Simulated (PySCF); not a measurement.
The calculation's input:

```
{"job": {"xc": "wB97X-D", "basis": "pcSseg-1", "solvent": "chloroform", "kind": "nmr", "pop": true}, "charge": 0, "multiplicity": 1}
O      2.578904    -0.458880     0.283740
C      1.184738    -0.291703     0.429476
C      0.398187    -1.270387    -0.447921
C     -1.102349    -1.105360    -0.228030
C     -1.533830     0.327920    -0.524629
C     -0.752684     1.309625     0.344035
C      0.747820     1.144290     0.124158
H      2.813445    -0.276102    -0.633548
H      0.992307    -0.513889     1.484902
H      0.637962    -1.078118    -1.498374
H      0.707574    -2.290915    -0.214233
H     -1.343529    -1.348729     0.809018
H     -1.646849    -1.799860    -0.871015
H     -2.604263     0.438848    -0.340450
H     -1.351282     0.551294    -1.578573
H     -1.048640     2.333809     0.107970
H     -0.985076     1.127082     1.395496
H      0.993632     1.377334    -0.916555
H      1.304130     1.832990     0.762826
```

Run with:

```sh
OMP_NUM_THREADS=1 python ens_run.py task.json out
```

Geometry: GFN2-xTB.

Level of theory: PySCF, wB97X-D/pcSseg-1, SCF density, in a chloroform solvent model, non-relativistic.

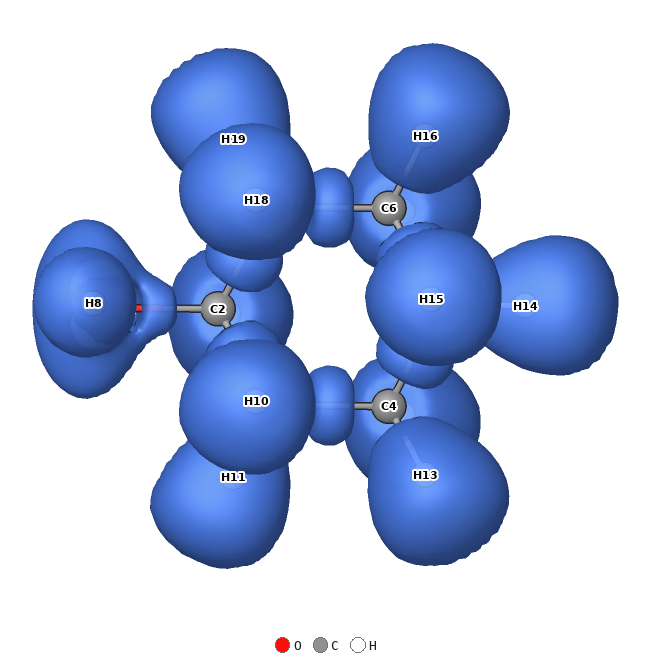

C6H12O. Isosurface of the ELF at 0.75 (blue), seen across its widest extent. Core shells and regions of very low density are left out.

**Describe the localisation domains.**

The surface consists of six regions between bonded C–C atoms (shared pairs), eleven regions around hydrogen nuclei and one joined region spread over several atoms (H, O), in which their bonds and any lone pairs are merged. Along the contacts the grid gives the following. C–O (1.41 Å): the ELF peaks at about 0.90 between the atoms: a shared but strongly polarised pair. C–C (1.53 Å): the ELF peaks at about 0.95 between the atoms; localised, covalent bonding.
